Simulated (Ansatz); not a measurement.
# C2H2FNO: the cost of one run

Method: RKS PBE0/def2-SVP, in Ansatz 0.2.0.

1 further run of the same task is left out (it didn't finish).

### 1 The system as given

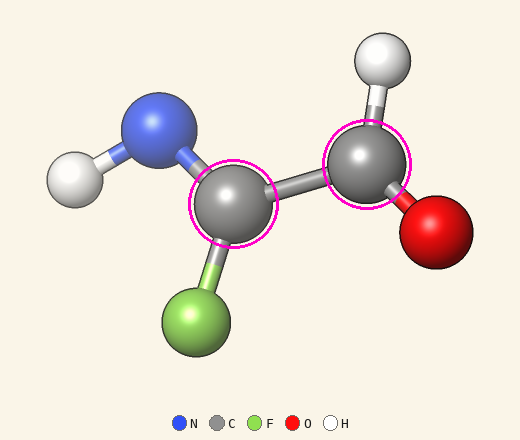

The starting structure, seen from a chosen angle (nitrogen blue, carbon grey, fluorine green, oxygen red, hydrogen white). Ringed: C2, C4.

As a file:

```xyz
7

N    -1.3164   -0.3986    0.3393
C    -0.1377    0.0351    0.3538
F     0.3322    0.4674    1.5035
C     0.7923    0.0271   -0.8829
O     1.8823    0.3805   -0.8633
H    -1.7272   -0.2279    1.2821
H     0.2357   -0.3516   -1.7782
```

### 2 Relaxing end A

The input, input.yaml:

```yaml
crystal:
  periodic: [false, false, false]
  atoms:
    - { symbol: "N", position_ang: [-1.3164, -0.3986, 0.3393] }
    - { symbol: C, position_ang: [-0.1377, 0.0351, 0.3538] }
    - { symbol: F, position_ang: [0.3322, 0.4674, 1.5035] }
    - { symbol: C, position_ang: [0.7923, 0.0271, -0.8829] }
    - { symbol: O, position_ang: [1.8823, 0.3805, -0.8633] }
    - { symbol: H, position_ang: [-1.7272, -0.2279, 1.2821] }
    - { symbol: H, position_ang: [0.2357, -0.3516, -1.7782] }
basis:
  gaussian: { orbitals: def2-SVP }
hamiltonian:
  xc: pbe0
relax:
  f_tol: 0.015
  max_steps: 40
```

Command:

```
$ ansatz run input.yaml --threads 1 --pin off --max-ram 2048MiB --backend cpu --events-out ev --progress --plain --runs-dir out
```

Q: Estimate wall time and peak memory on 1 thread of Intel Xeon 6975P-C (Granite Rapids), shared host.

About 16 s, with a peak of 0.17 GiB.
